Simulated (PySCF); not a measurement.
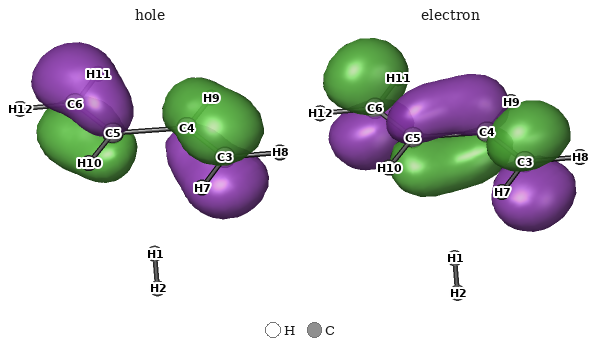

Figure. C₄H₈, SMILES `[H][H].C=CC=C`. Leading natural transition orbital pair of S₁ (TDA singlet states); the surfaces enclose about 70 % of each orbital's density.

PySCF calculation, B3LYP/def2-SVP, gas phase; geometry: GFN2-xTB. The pair's geometry is semi-empirical, so its contact may be too short or too long. Without diffuse functions Rydberg states are missing, so the states' numbers hold for this basis only.

Input

```python
import numpy as np
from pyscf import gto, scf, dft, tdscf
from pyscf.scf import atom_ks, atom_hf
from scipy.linalg import block_diag

def solve(mol, dm0=None, hcore=None):
    mf = (dft.UKS if mol.spin else dft.RKS)(mol, xc='b3lyp')
    mf.grids.level = 3
    mf = mf.density_fit(auxbasis='def2-universal-jkfit')
    mf.conv_tol, mf.max_cycle = 1e-8, 80
    if hcore is not None:
        mf.get_hcore = lambda *args: hcore
    mf.kernel(dm0)
    if not mf.converged:
        mf = mf.newton().run(mf.mo_coeff, mf.mo_occ, max_cycle=30)
    assert mf.converged, 'SCF not converged'
    return mf

mol = gto.M(atom='''
H      0.02741     2.59067    -0.20731
H     -0.00052     3.36602    -0.27342
C     -1.82932    -0.17753     0.12183
C     -0.60264    -0.26541    -0.38091
C      0.60064    -0.13630     0.41330
C      1.82770    -0.21639    -0.09005
H     -1.99692    -0.00220     1.17230
H     -2.70770    -0.27557    -0.49259
H     -0.45773    -0.44008    -1.43962
H      0.45551     0.03625     1.47245
H      1.99594    -0.38694    -1.14119
H      2.70573    -0.11437     0.52434
''', basis='def2-svp', charge=0, spin=0, verbose=4)
mf = solve(mol)
td = mf.TDA()
td.nstates, td.singlet, td.conv_tol = 5, True, 1e-5
td.kernel()
td.analyze()
x, y = np.array([p[0] for p in td.xy]), np.array([p[1] + 0 * p[0] for p in td.xy])
f, mu = td.oscillator_strength(), td.transition_dipole()
nto = [td.get_nto(state=i + 1, verbose=4) for i in range(len(td.e))]
# spherically averaged free atoms, for the promolecule
atm = atom_ks.get_atm_nrks(mol, xc='b3lyp')
pro = block_diag(*[(atm[a[0]][2] * atm[a[0]][3]) @ atm[a[0]][2].T for a in mol._atom])
np.savez('result.npz', e=td.e, f=f, ok=td.converged, w=[n[0] for n in nto], nto=[n[1] for n in nto], x=x, y=y, c=mf.mo_coeff, occ=mf.mo_occ, eps=mf.mo_energy, pro=pro, mu=mu)
```

Run with:

```sh
OMP_NUM_THREADS=1 python input.py
```

The run took 120 s on 1 thread of Arm Neoverse V1 (shared host), peak memory 0.55 GiB.

**Where does the state lie, and where do hole and electron sit?**

6.61 eV (187 nm), f = 1.034 (bright); the leading pair carries 93 %; hole on C3 and C6 (27 % each) and C4 and C5 (16 % each), electron on C3 and C6 (25 % each) and C4 and C5 (16 % each); their centroids lie 0.0 Å apart. In canonical orbitals it is mainly HOMO → LUMO (92 %). The HOMO–LUMO gap is 5.66 eV.
